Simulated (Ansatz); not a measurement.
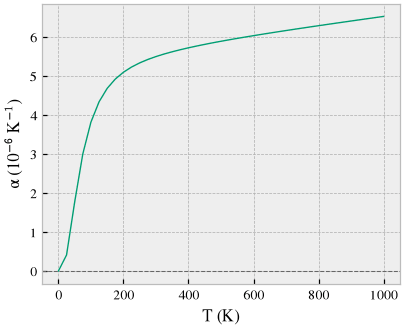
Figure. Linear thermal expansion of fcc (Cu type) Pt from the quasi-harmonic free energy, PBEsol in Ansatz (a program for electronic structure)

Spin-orbit coupling is not included. The pressure is 30 GPa. The structure is held there; whether it is the stable one at that pressure was not tested.

**Question.** Read off α at 100 K, and say whether it is negative anywhere.

**Answer.** About 3.8 × 10⁻⁶ K⁻¹. It is not negative in the range shown.

The PAW data sets were generated under PBE and serve the other functionals too.
